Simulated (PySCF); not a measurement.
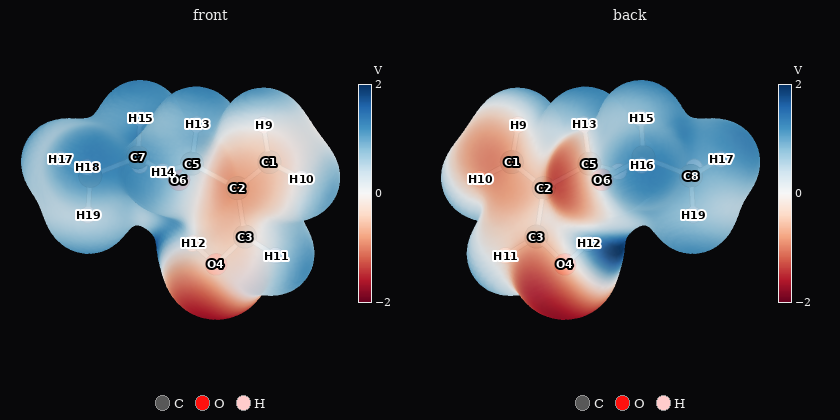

Figure. C6H11O2 (SMILES C=C([CH]O)COCC) (doublet). The electrostatic potential painted on the density surface at 0.004 e/bohr³, seen from the front and from behind; red is negative and blue positive.

Geometry: GFN2-xTB.

Method: UKS B3LYP, pcH-1 on C H O, non-relativistic, mean-field spin-orbit, GIAO in PySCF.

```xyz
19

C    -2.6033   -0.7185    1.2370
C    -1.7129   -0.3465    0.2607
C    -2.1112   -0.1345   -1.0496
O    -1.3045    0.2012   -2.0706
C    -0.2700   -0.0980    0.6512
O     0.6161   -0.5266   -0.3707
C     1.9862   -0.3782   -0.0676
C     2.4886    1.0588   -0.1870
H    -2.2918   -0.8703    2.2525
H    -3.6419   -0.8618    1.0077
H    -3.1465   -0.2330   -1.3365
H    -0.3833    0.1147   -1.7592
H    -0.0397   -0.6328    1.5829
H    -0.1384    0.9797    0.8404
H     2.1866   -0.7651    0.9415
H     2.5021   -1.0125   -0.7936
H     3.5620    1.0800   -0.0216
H     2.0145    1.7034    0.5494
H     2.2777    1.4492   -1.1801
```

**Which sites attract a positive test charge, and which a negative one?**

A positive charge is drawn to the negative regions and a negative charge to the positive ones. The most negative region (about −1.7 V) lies over O4, the most positive (about +1.8 V) over H12. O4 is the likeliest acceptor of a hydrogen bond.
